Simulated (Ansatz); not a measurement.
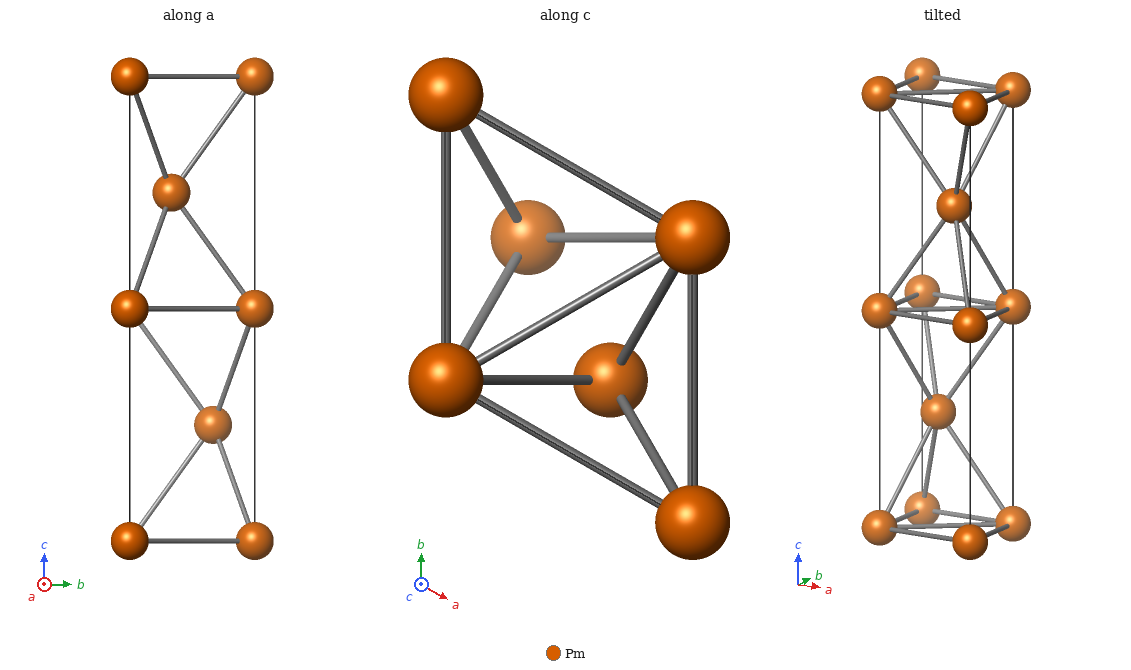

Ball-and-stick drawing of the structure, looking along the a axis, along the c axis and slightly off an axis. The outline marks the conventional unit cell.

The cell is given by a = 3.640 Å, b = 3.640 Å, c = 11.711 Å, α = 90.00°, β = 90.00°, γ = 120.00°.

Q: What is the cell content?

A: 4 (promethium), counting shared atoms by their share.

Q: Give the prototype.

A: Double hexagonal close-packed (α-La type).

Q: How far does the bonding extend?

A: The bonds build a three-dimensional framework.

The structure comes from a structure type known for this element. Earlier steps of the study may have refined or changed the cell and positions. It was set up as input for a calculation with Ansatz.
